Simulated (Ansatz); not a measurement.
# A hypothetical structure for NaCu, part 2 of 2

Starting from a made-up structure for NaCu, the aim is the relaxed cell, its shortest contacts and, where a second run follows, its electronic structure.

Ansatz 0.2.0; DFT, PBEsol, plane-wave PAW, files of the set soft_1, scalar-relativistic, ferromagnetic start, cell and ions relaxed at zero pressure; PAW set soft_1 (the session's first sound run).

So far: Set-up; Relaxation of the guess. The relaxed cell has a, b, c = 7.706, 3.998, 5.629 Å (conventional setting).

**3. Electronic structure of the relaxed cell**

A second self-consistent run takes a narrower smearing and the mesh shown in its input; the bands follow along the standard path of the relaxed lattice.

This step: DFT, PBEsol, plane-wave PAW, files of the set soft_1, scalar-relativistic, no spin, bands and density of states at the relaxed cell; PAW set soft_1 (Ansatz 0.2.0).

Contents of input.yaml:

```yaml
crystal:
  lattice:
    - [7.7058288338, 0.0, 0.0]
    - [0.0, 3.9976283979, 0.0]
    - [0.0, 0.0, 5.6288641151]
  atoms:
    - { symbol: Cu, position: [0.4725441127, 0.75, 0.5957191411] }
    - { symbol: Cu, position: [0.9725441127, 0.75, 0.9042808589] }
    - { symbol: Cu, position: [0.5274558873, 0.25, 0.4042808589] }
    - { symbol: Cu, position: [0.0274558873, 0.25, 0.0957191411] }
    - { symbol: Na, position: [0.3254477247, 0.75, 0.1072732075] }
    - { symbol: Na, position: [0.8254477247, 0.75, 0.3927267925] }
    - { symbol: Na, position: [0.6745522753, 0.25, 0.8927267925] }
    - { symbol: Na, position: [0.1745522753, 0.25, 0.6072732075] }
kpoints:
  mp_grid: { grid: [4, 8, 6] }
  band_path:
    path:
      - [[0.0, 0.0, 0.0], [0.0, 0.5, 0.0], [0.0, 0.5, 0.5], [0.0, 0.0, 0.5], [0.0, 0.0, 0.0], [0.5, 0.0, 0.0], [0.5, 0.5, 0.0], [0.5, 0.5, 0.5], [0.5, 0.0, 0.5], [0.5, 0.0, 0.0]]
      - [[0.0, 0.0, 0.5], [0.5, 0.0, 0.5]]
      - [[0.5, 0.5, 0.0], [0.0, 0.5, 0.0]]
      - [[0.0, 0.5, 0.5], [0.5, 0.5, 0.5]]
    npoints: 6
scf:
  occupations: { method: fermi_dirac, width: 0.03 }
  n_extra_bands: 12
hamiltonian:
  xc: pbesol
  pseudopotentials: { kind: paw, azcp: { folder: soft_1 }, xc_functional: pbe }
output:
  forces: true
  stress: true
  write_bands: true
  dos: { projected: true }
  write_density: true
  write_potential: true
  elf: true
  volumetric_format: npy
```

On the command line:

```sh
$ ansatz run input.yaml --threads 4 --pin off --max-ram 10240MiB --backend cpu --events-out ev --progress --plain --runs-dir out
```

Numbers of over 12 decimals in the logs are rounded to 6 here.

Output:

```text
[...]
Crystal: 8 atoms, lattice volume = 173.397 Å³
Basis set: ecut = 420 eV, 3403 PW (Γ), exchange–correlation on 108×54×80 points (8 copies of the dense FFT grid, shifted against one another)
Bands: 68, of which v1, the nominal top of the filled ones, is band 56 counted from 1 (55 counted from 0)
Symmetry: 8 space group operations
[...]
k-points: 60 of 192
[...]
SCF iter   1: F=—  HF=-32274.155233 eV  |F-HF|=—  |Δ(HF+E_count)|=         —  Δρ=4.37e-1  dr2=2.57e2  ethr=3.10e-3  ⟨swp⟩=6.3  Hψ=14800  notcnv=0  defer=7
[...]
SCF iter  11: F=-32255.500740 eV  HF=-32255.500740 eV  |F-HF|=3.07e-9  |Δ(HF+E_count)|=   2.25e-9  Δρ=1.77e-6  dr2=3.78e-9  ethr=5.37e-11  ⟨swp⟩=5.3  Hψ=22095  notcnv=0
SCF 1 converged in 11 iterations: F = -32255.500740 eV  dr2 = 3.78e-9
[...]
NSCF: frozen V_eff on 76 k-points
SCF converged after 11 iterations
Free energy (F): -32255.500740 eV
[...]
Internal energy: -32255.495421 eV  (E = F + TS)
E sigma→0 (E₀):  -32255.498081 eV
Entropy (-TS):   -0.005318 eV (-0.665 meV/atom)
Fermi energy:    5.475853 eV
[...]
--- Forces (eV/Å), atoms counted from 1 ---
  atom   1  Cu     0.02037856     0.00000000    -0.04685901
  atom   2  Cu     0.02037856     0.00000000     0.04685901
  atom   3  Cu    -0.02037856     0.00000000     0.04685901
  atom   4  Cu    -0.02037856     0.00000000    -0.04685901
  atom   5  Na    -0.00901918     0.00000000     0.00863020
  atom   6  Na    -0.00901918     0.00000000    -0.00863020
  atom   7  Na     0.00901918     0.00000000    -0.00863020
  atom   8  Na     0.00901918     0.00000000     0.00863020
  max |Σ_I F_I| component: 1.04e-17 eV/Å
--- Stress (GPa, compression-positive) ---
       -0.532706       0.000000       0.000000
        0.000000       0.916033       0.000000
        0.000000       0.000000      -0.239886
  P = ⅓ Tr σ = 0.0478 GPa (0.478 kbar)
--- Band table (eV; the first three rows and the last of 60) ---
  k-point 0: bands = [... 52 lower, 3.8005, 3.8127, 3.9438, 5.3187, 6.7225, 6.9497, 7.9247, 7.9461, ... 8 higher]
  k-point 1: bands = [... 52 lower, 3.8018, 3.8124, 4.1411, 4.7160, 6.0143, 7.2038, 7.6954, 9.0689, ... 8 higher]
  k-point 2: bands = [... 52 lower, 3.8051, 3.8111, 4.1976, 4.6066, 5.0237, 6.2180, 9.3066, 9.3372, ... 8 higher]
  k-point 59: bands = [... 52 lower, 4.2709, 4.2709, 4.2709, 4.2709, 5.9912, 5.9912, 5.9912, 5.9912, ... 8 higher]
```

Wall time 19 s (4 threads of AMD EPYC 7B13 (Zen 3), shared host); peak memory 1.1 GiB; 74 s of CPU time.

The column dr2 measures how far the density is from self-consistency, as an energy; F and HF (Harris–Foulkes) agree once it is small.

This step gave:

| Property | Result |
| --- | --- |
| free energy | -32255.5007 eV |
| energy at zero smearing | -32255.4981 eV |
| smearing term TS | 0.005318 eV |
| Fermi energy | 5.476 eV |
| pressure | 0.04781 GPa |

bands.tsv at the labelled points (eV, zero at the Fermi level; the bands that come nearest the Fermi level along the path):

```
point  band 53  band 54  band 55  band 56  band 57  band 58  band 59  band 60
    Γ    -1.68    -1.66    -1.53    -0.16     1.25     1.47     2.45     2.47
    X    -1.36    -1.36    -1.02    -1.02     1.11     1.11     2.15     2.15
    S    -1.39    -1.39    -1.10    -1.10     1.15     1.15     1.23     1.23
    Y    -1.67    -1.67    -1.16    -1.16    -0.13    -0.13     4.20     4.20
    Γ    -1.68    -1.66    -1.53    -0.16     1.25     1.47     2.45     2.47
    Z    -1.67    -1.67     0.18     0.18     0.49     0.49     2.27     2.27
    U    -1.28    -1.28    -1.28    -1.28     2.09     2.09     2.09     2.09
    R    -1.20    -1.20    -1.20    -1.20     0.52     0.52     0.52     0.52
    T    -1.84    -1.84    -1.67    -1.67     1.63     1.63     3.29     3.29
    Z    -1.67    -1.67     0.18     0.18     0.49     0.49     2.27     2.27
    Y    -1.67    -1.67    -1.16    -1.16    -0.13    -0.13     4.20     4.20
    T    -1.84    -1.84    -1.67    -1.67     1.63     1.63     3.29     3.29
    U    -1.28    -1.28    -1.28    -1.28     2.09     2.09     2.09     2.09
    X    -1.36    -1.36    -1.02    -1.02     1.11     1.11     2.15     2.15
    S    -1.39    -1.39    -1.10    -1.10     1.15     1.15     1.23     1.23
    R    -1.20    -1.20    -1.20    -1.20     0.52     0.52     0.52     0.52
```

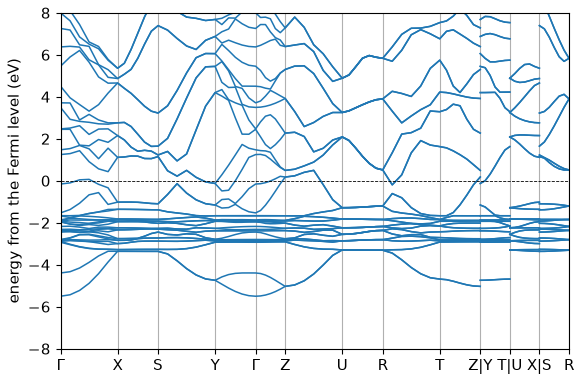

Bands along the path. 32 bands lie wholly below the window drawn.

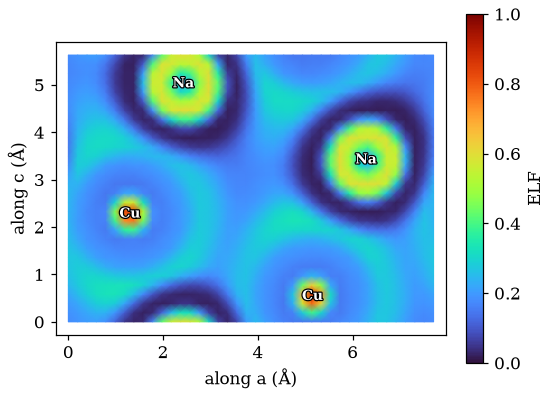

ELF in the ac plane at fractional y = 0.250, with atoms of Cu and Na within 0.2 Å of it. It is the smooth field of the valence electrons, not physical close to the nuclei. The map starts off the cell's origin, so that atoms lie inside it.

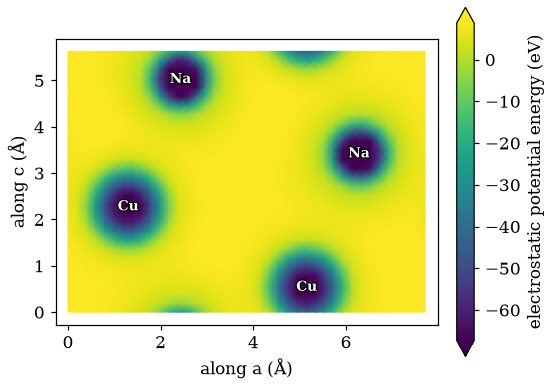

Electrostatic potential energy in the ac plane at fractional y = 0.250, with atoms of Cu and Na within 0.2 Å of it. With pseudopotentials it is smooth inside the atoms' cores, unlike the true potential. The map starts off the cell's origin, so that atoms lie inside it.

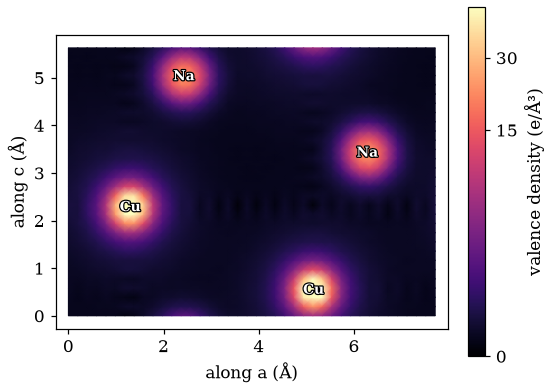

Valence density in the ac plane at fractional y = 0.250, with atoms of Cu and Na within 0.2 Å of it. It is the smooth field of the valence electrons, not physical close to the nuclei. The map starts off the cell's origin, so that atoms lie inside it. The colour scale is stretched toward low values.

**4. Results**

```yaml
space_group_relaxed: Pnma
conventional_cell: a = 7.706, b = 3.998, c = 5.629 Å; α = 90.0°, β = 90.0°, γ = 90.0°
volume_per_atom: 21.67 Å³ (guess 26.32)
total_moment: 0.00 μB in the cell of 8 atoms
```

In words: NaCu relaxes to Pnma with a = 7.706, b = 3.998 and c = 5.629 Å. The guessed volume was 21 % too large. The space group Pnma was held in the relaxation, so the end point is a stationary structure within it and may be a saddle against distortions or other arrangements. The moments died out from this one start and weren't seeded again at the relaxed cell. Bands cross the Fermi level, so it is a metal or semimetal at this level. On the 4×8×6 mesh with the narrower smearing (relaxed on 4×7×4) the largest force component is 0.047 eV/Å and the largest stress component is 0.916 GPa, against the relaxation's thresholds of 0.015 eV/Å and 0.05 GPa. The cutoff wasn't tested. A vector of the cell changed its length by 25 %, so the starting arrangement is largely lost and the mesh was laid for another shape. No dispersion term is used, so weakly bound directions may come out too long. Nothing here tests whether the compound is stable against decomposition.

[Logs are printed without paths, hosts, clocks, repeated set-up lines and the standing remarks that a program may print on its own settings, such as how far it seeks lower states.]

[Hosts, paths, dates, database ids (printed as entryN), source tags and the programs' standing remarks are cut or masked in the printed files.]
